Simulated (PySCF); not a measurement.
## Electronic structure of C4H6BrClSi in real space

Input file:

```
{"job": {"kind": "uv", "xc": "CAM-B3LYP", "basis": "def2-SVPD", "nstates": 8, "ntriplets": 3}, "charge": 0, "multiplicity": 1}
C      2.827352    -0.556309     0.485830
C      1.644966    -0.341721     0.452008
Si    -0.172741    -0.020986     0.438462
C     -1.167945    -1.385124    -0.410237
Br    -0.824650     0.118409     2.586185
C     -0.508463     1.713110    -0.285885
Cl    -0.091713     1.731964    -2.026137
H      3.862891    -0.741276     0.508406
H     -2.235366    -1.181450    -0.364762
H     -0.993205    -2.345289     0.067768
H     -0.887943    -1.475840    -1.455304
H      0.096933     2.480721     0.192627
H     -1.554507     2.004277    -0.206690
```

Launched as:

```sh
OMP_NUM_THREADS=1 python probes_run.py task.json out
```

Geometry: GFN2-xTB.

Level of theory: CAM-B3LYP/def2-SVPD, SCF density, gas phase in PySCF.

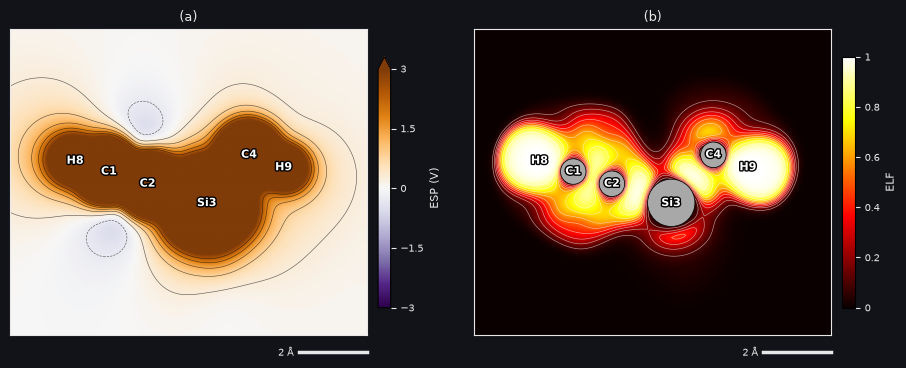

Figure 1. (a) electrostatic potential; (b) ELF on the plane of atoms Si3, C4 and H9. Grey discs cover the atomic cores in the ELF map.

Interpret the plot.

Atoms in the plane: C, Si and H.
C–C (1.20 Å): the ELF peaks at about 0.85 between the atoms (a short, multiple covalent bond).
C–Si (1.85 Å): the ELF peaks at about 1 between the atoms; a covalent bond.
C–H (1.05 Å): the ELF climbs to about 1 towards the hydrogen, as it does in any bond to H; a covalent bond by its length.
C–Si (1.89 Å): the ELF peaks at about 0.95 between the atoms, as expected for a covalent bond.
Outside the dense part of the molecule the potential is most negative (−0.5 V) near C2.

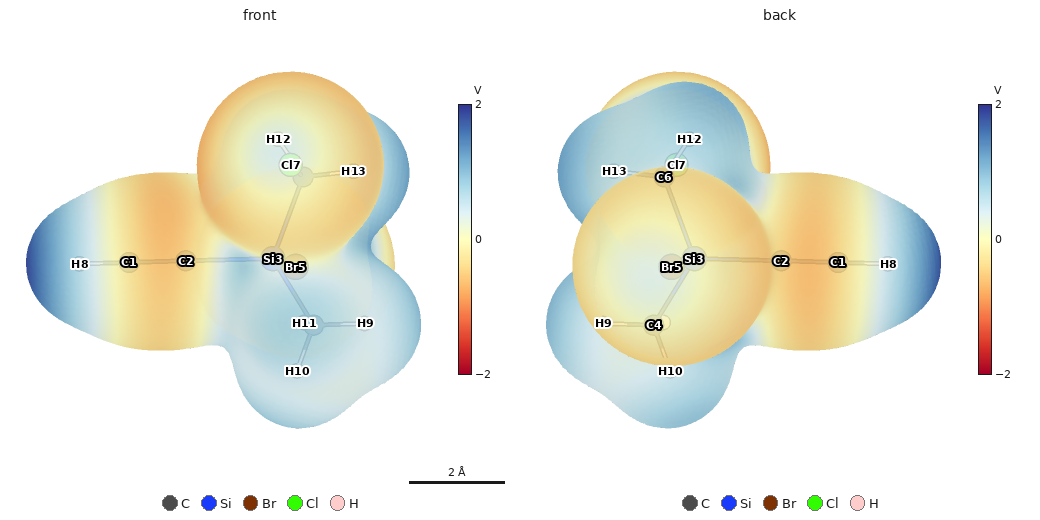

Figure 2. The molecular electrostatic potential painted on the density surface at 0.002 e/bohr³, seen from the front and from behind; red is negative and blue positive.

Describe the electrostatic potential map.

The most negative region (about −0.7 V, or −16 kcal/mol for a unit charge) lies over C1, C2 and Cl7, the most positive (about +1.7 V, or +39 kcal/mol for a unit charge) over H8. Br5 shows a σ-hole: about +0.3 V, or +7 kcal/mol for a unit charge at the tip opposite its bond, against about −0.4 V, or −9 kcal/mol for a unit charge on its flanks. Cl7 shows a σ-hole: about +0.3 V, or +7 kcal/mol for a unit charge at the tip opposite its bond, against about −0.4 V, or −9 kcal/mol for a unit charge on its flanks.

How polar is the molecule by this calculation?

Its dipole moment is 0.73 D.
